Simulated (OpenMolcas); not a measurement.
SiHCl$_{2}$O: single-point calculation (part 3 of 3)

The same run, continued: SiHCl$_{2}$O, multiplicity 2; HF/ANO-R0, ROHF, sfX2C (OpenMolcas 26.06). The geometry comes from this level: PBE0-D4/def2-TZVP.

Geometry of the input (Å):
```
O  0.0921  -0.7190  1.5171
Si 0.0843  -0.0400  0.0149
Cl -0.5237  1.8946  0.0608
Cl -1.1121  -1.0561  -1.2698
H  1.5092  -0.1531  -0.3643
```

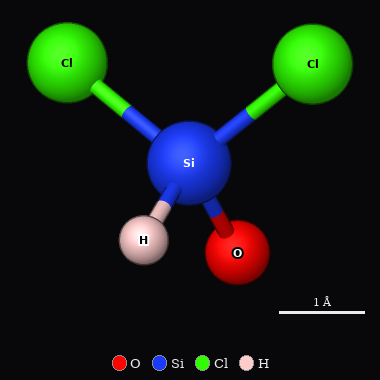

Figure 1. The structure (ball-and-stick view, seen at a tilt).

What the program printed, continued
```
        1 O1     1s        -0.0017   -0.0000    0.0270
        2 O1     2s        -0.0143   -0.0000    0.1976
        3 O1     2px        0.2582    0.0647    0.0901
        4 O1     2py       -0.0078    0.3244   -0.0074
        5 O1     2pz       -0.0968    0.1463   -0.0235
        6 SI2    1s        -0.0207   -0.0000    0.0188
        7 SI2    2s        -0.1346   -0.0000    0.1296
        8 SI2    3s        -0.5963    0.0000    0.9282
        9 SI2    2px       -0.0742   -0.0092   -0.0074
       10 SI2    3px       -1.3012   -0.2144   -0.2623
       11 SI2    2py        0.0112   -0.0459    0.0155
       12 SI2    3py        0.1794   -1.0749    0.3751
       13 SI2    2pz        0.0081   -0.0207   -0.0312
       14 SI2    3pz        0.1776   -0.4846   -0.7160
       15 CL3    1s        -0.0081    0.0144   -0.0102
       16 CL3    2s        -0.0447    0.0803   -0.0575
       17 CL3    3s        -0.2185    0.4229   -0.3443
       18 CL3    2px        0.0048    0.0116   -0.0045
       19 CL3    3px        0.1857    0.2956   -0.1399
       20 CL3    2py        0.0120   -0.0218    0.0196
       21 CL3    3py        0.2229   -0.4680    0.5805
       22 CL3    2pz       -0.0007    0.0033    0.0063
       23 CL3    3pz       -0.0363    0.0989    0.1987
       24 CL4    1s        -0.0081   -0.0144   -0.0102
       25 CL4    2s        -0.0447   -0.0803   -0.0575
       26 CL4    3s        -0.2185   -0.4229   -0.3444
       27 CL4    2px        0.0007   -0.0173   -0.0114
       28 CL4    3px        0.1076   -0.4125   -0.3460
       29 CL4    2py       -0.0083   -0.0072   -0.0151
       30 CL4    3py       -0.1689   -0.1183   -0.4527
       31 CL4    2pz       -0.0099   -0.0164   -0.0093
       32 CL4    3pz       -0.2130   -0.3633   -0.2672
       33 H5     1s         1.3512    0.0001   -0.4547
--

++    Molecular properties:
      ---------------------

      Charge (e):
                      =   -0.0000
      Dipole Moment (debye):
      Origin of the operator (angstrom)=   -0.4512    0.1440   -0.1563
                   X=  2.3319E-02               Y= -2.6224E-01               Z=  5.7086E-01           Total=  6.2865E-01
      Quadrupole Moment (debye*angstrom):
      Origin of the operator (angstrom)=   -0.4512    0.1440   -0.1563
                  XX= -4.7619E+01              XY= -5.1229E-02              XZ= -6.2001E-01              YY= -4.9017E+01
                  YZ= -5.5633E-01              ZZ= -4.7770E+01
      In traceless form (debye*angstrom)
                  XX=  7.7447E-01              XY= -7.6843E-02              XZ= -9.3002E-01              YY= -1.3225E+00
                  YZ= -8.3450E-01              ZZ=  5.4802E-01
--

--- Stop Module: scf /rc=_RC_ALL_IS_WELL_ ---

--- Start Module: rasscf ---

                                              &RASSCF

                       available to each process: 1.9 GB of memory, 1 thread

      Header of the ONEINT file:
      --------------------------

      OrdInt status: non-squared

      Cartesian coordinates in angstrom:
      -----------------------------------------------------
      No.  Label        X            Y            Z
      -----------------------------------------------------
       1   O1         0.09210000  -0.71900000   1.51710000
       2   SI2        0.08430000  -0.04000000   0.01490000
       3   CL3       -0.52370000   1.89460000   0.06080000
       4   CL4       -1.11210000  -1.05610000  -1.26980000
       5   H5         1.50920000  -0.15310000  -0.36430000
      -----------------------------------------------------
      Nuclear repulsion energy =  266.66546212

++    Wave function specifications:
      -----------------------------

      Number of closed shell electrons          56
      Number of electrons in active shells       1
      Max number of holes in RAS1 space          0
      Max nr of electrons in RAS3 space          0
      Number of inactive orbitals               28
      Number of active orbitals                  1
      Number of secondary orbitals               4
      Spin quantum number                      0.5
      State symmetry                             1
--

++    Orbital specifications:
      -----------------------

      Symmetry species                           1
                                                 a
      Frozen orbitals                            0
      Inactive orbitals                         28
      Active orbitals                            1
      RAS1 orbitals                              0
      RAS2 orbitals                              1
      RAS3 orbitals                              0
      Secondary orbitals                         4
      Deleted orbitals                           0
      Number of basis functions                 33
--

++    CI expansion specifications:
      ----------------------------

      Number of CSFs                             1
      Number of determinants                     1
      Number of root(s) required                 1
      Root chosen for geometry opt.              1
      CI root used                               1

      highest root included in the CI            1
      max. size of the explicit Hamiltonian      1
--

++    Optimization specifications:
      ----------------------------

      RASSCF algorithm: Conventional
      Maximum number of macro iterations       200
      Maximum number of SX iterations          100
      Threshold for RASSCF energy            1.000E-08
      Threshold for max MO rotation          1.000E-01
      Threshold for max BLB element          1.000E-04
      Level shift parameter                  5.000E-01
      Make Quasi-Newton update
--

      The MO-coefficients are taken from the file:
      step1.UnaOrb
      Title:UHF natural orbitals

      Total molecular charge    0.00

      ************************************************************************************************************************
      *                                            Wave function control section                                             *
      ************************************************************************************************************************

                                         RASSCF iterations: Energy and convergence statistics
                                         ----------------------------------------------------

          iter iter root      energy       change     param      element    value   shift minimum  type update hh:mm:ss
 Nr of preliminary CI iterations:   1
      Total energies have been shifted. Add                -1000.00 au
        1   1    9    1  -286.52444441    0.00E+00  -4.54E-03   27  29 1 -2.73E-03*  0.25   0.00    SX    NO    0:00:00
        2   1    8    1  -286.52446223   -1.78E-05*  5.44E-04   25  30 1  5.18E-04*  0.25   0.00    SX    NO    0:00:00
        3   1    7    1  -286.52446316   -9.27E-07*  2.32E-04   25  30 1  2.29E-04*  0.25   0.00    SX    NO    0:00:00
        4   1    7    1  -286.52446337   -2.05E-07*  1.77E-04   25  30 1  1.12E-04*  0.25   0.00    SX    NO    0:00:00
        5   1    7    1  -286.52446346   -9.30E-08*  2.65E-04   28  29 1 -7.46E-05   0.25   2.50    LS   YES    0:00:00
        6   1    7    1  -286.52446354   -8.44E-08*  2.07E-04   25  29 1  5.16E-05   0.25   1.78    LS   YES    0:00:00
        7   1    7    1  -286.52446356   -2.01E-08* -1.02E-04   25  30 1 -8.82E-05   0.25   1.00    QN   YES    0:00:00
        8   1    6    1  -286.52446359   -2.52E-08* -1.54E-04   25  30 1 -5.48E-05   0.25   2.50    LS   YES    0:00:00
        9   1    6    1  -286.52446361   -1.78E-08*  8.18E-05   28  30 1  6.39E-05   0.25   1.25    QN   YES    0:00:00
       10   1    6    1  -286.52446361   -5.46E-09  -4.53E-05   28  30 1  3.08E-05   0.25   1.57    QN   YES    0:00:00
      Convergence after 10 iterations
       11   1    6    1  -286.52446361   -1.64E-09  -4.53E-05   26  32 1 -6.72E-06   0.25   1.57    QN   YES    0:00:00

      ************************************************************************************************************************
                                                      Wave function printout:
                       occupation of active orbitals, and spin coupling of open shells (u,d: Spin up or down)
      ************************************************************************************************************************

      Note: transformation to natural orbitals
      has been made, which may change the order of the CSFs.

      printout of CI-coefficients larger than  0.05 for root  1
      energy=   -1286.524464
      conf/sym  1     Coeff  Weight
             1  u   1.00000 1.00000

      Natural orbitals and occupation numbers for root  1
      sym 1:   1.000000

      ************************************************************************************************************************
      *                                                    Final results                                                     *
      ************************************************************************************************************************

++    Final optimization conditions:
      ------------------------------

      Average CI energy                           -1286.52446361
      RASSCF energy for state  1                  -1286.52446361
      Super-CI energy                                -0.00000000
      RASSCF energy change                           -0.00000000
      Max change in MO coefficients              -4.119E-05
      Max non-diagonal density matrix element    -4.533E-05
      Maximum BLB matrix element                 -6.716E-06
      (orbital pair  26,  32 in symmetry   1)
      Norm of electronic gradient            1.237E-05
--

      Final state energy(ies):
      ------------------------

::    RASSCF root number  1 Total energy:  -1286.52446361
      Von Neumann Entropy (Root   1) =  0.50000

      Mulliken population analysis for root number:  1
      -----------------------------------------------

++    Molecular charges:
      ------------------

      Mulliken charges per centre
      ---------------------------

                O1      SI2     CL3     CL4     H5
      Total    8.2175 13.3076 17.2030 17.2030  1.0688

      N-E     -0.2175  0.6924 -0.2030 -0.2030 -0.0688

      Total electronic charge=   57.000000

      Total            charge=   -0.000000
--

      Expectation values of various properties for root number:  1
      -----------------------------------------------------------

++    Molecular properties:
      ---------------------

      Charge (e):
                      =   -0.0000
      Dipole Moment (debye):
      Origin of the operator (angstrom)=   -0.4512    0.1440   -0.1563
                   X=  1.3954E-02               Y= -2.6192E-01               Z=  5.7432E-01           Total=  6.3138E-01
      Quadrupole Moment (debye*angstrom):
      Origin of the operator (angstrom)=   -0.4512    0.1440   -0.1563
                  XX= -4.7637E+01              XY= -5.0917E-02              XZ= -6.1219E-01              YY= -4.9015E+01
                  YZ= -5.5810E-01              ZZ= -4.7768E+01
      In traceless form (debye*angstrom)
                  XX=  7.5460E-01              XY= -7.6376E-02              XZ= -9.1828E-01              YY= -1.3123E+00
                  YZ= -8.3714E-01              ZZ=  5.5774E-01
--

      Mulliken spin population analysis for root number:  1
      ---------------------------------------------------

++    Molecular charges:
      ------------------

      Mulliken spin population per centre
      ---------------------------

                O1      SI2     CL3     CL4     H5
      Total    0.9595  0.0052  0.0060  0.0060  0.0232

      Total electronic spin=    1.000000
--

      LoProp population analysis for root number:  1
      -----------------------------------------------

++    LoProp analysis:
      ----------------

++    Static properties:
      ------------------

      LoProp Charges per center

                   O1       SI2      CL3      CL4      H5
      Nuclear      8.0000  14.0000  17.0000  17.0000   1.0000
      Electronic  -8.1590 -13.4552 -17.1434 -17.1434  -1.0990

      Total       -0.1590   0.5448  -0.1434  -0.1434  -0.0990
--

      Natural Bond Order analysis for root number:  1

++    Natural Bond Order analysis
      ---------------------------
      Based on LoProp computed density
      -------------------------------------------------------------------------------------
      Atom A       Atom B       Bond Order
      -------------------------------------------------------------------------------------
      NBO located      0.999 non-bonded electrons on atom O1
      NBO located      0.996 non-bonded electrons on atom SI2
      NBO located      1.000 non-bonded electrons on atom SI2
      NBO located      0.999 non-bonded electrons on atom SI2
      NBO located      0.999 non-bonded electrons on atom SI2
      NBO located      0.999 non-bonded electrons on atom SI2
      NBO located      0.976 non-bonded electrons on atom CL3
      NBO located      0.998 non-bonded electrons on atom CL3
      NBO located      1.000 non-bonded electrons on atom CL3
      NBO located      1.000 non-bonded electrons on atom CL3
      NBO located      1.000 non-bonded electrons on atom CL3
      NBO located      1.000 non-bonded electrons on atom CL3
      NBO located      1.000 non-bonded electrons on atom CL3
      NBO located      1.011 non-bonded electrons on atom CL4
      NBO located      0.998 non-bonded electrons on atom CL4
      NBO located      1.000 non-bonded electrons on atom CL4
      NBO located      1.000 non-bonded electrons on atom CL4
      NBO located      1.000 non-bonded electrons on atom CL4
      NBO located      1.000 non-bonded electrons on atom CL4
      The remaining   10.346 electrons are to be considered as diffuse
--

--

      Canonical orbitals are written to the RASORB file
      Natural orbitals for root   1 are written to the RASORB.1 file
      Spin density orbitals for root   1 are written to the SPDORB.1 file

--- Stop Module: rasscf /rc=_RC_ALL_IS_WELL_ ---

.##################.
.# Happy landing! #.
.##################.

    Timing: Wall=2.30 User=1.86 System=0.44
```

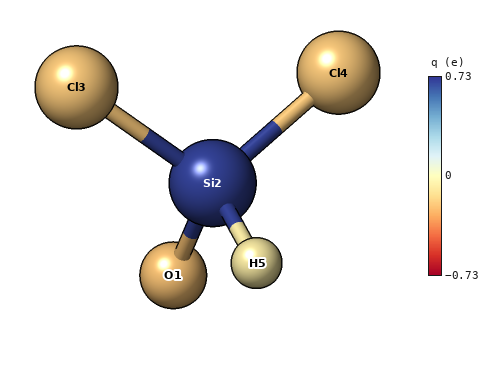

Figure 2. Mulliken charges, as the colour of each atom (ball-and-stick view, seen at a tilt; atoms are numbered from 1 in the order of the input). By element: O −0.22, Si +0.69, Cl −0.20 and H −0.07 e.

Results in brief

```csv
quantity,value
outcome,converged
total energy,−1286.524464 hartree
basis functions,33
dipole moment,0.63 debye
wall time,2.5 s
peak memory,0.38 GiB
```
